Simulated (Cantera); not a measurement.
Input: 1 mol Si, a varied amount of Br2, 6.6 mol H2, held at 825 °C and 750 Torr.

Method: chemical equilibrium by Gibbs-energy minimisation in Cantera with the NASA 1993 tables (ideal gas, pure condensed phases). Candidate condensed phases: Br2, Si; 19 gas species. The tables' values for SiBr3 are old estimates; treat these amounts as uncertain. The numbers say what is thermodynamically allowed, not how fast it happens.

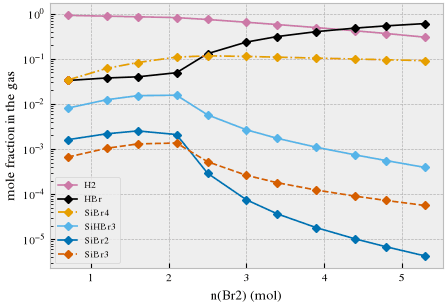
Equilibrium gas composition (values under 1e-9 drawn at 1e-9)

Read off the mole fractions at 0.7 mol Br2.

H2 about 0.92, SiBr4 about 0.034, HBr about 0.033, SiHBr3 about 0.0081, SiBr2 about 0.0016, SiBr3 about 0.00067.
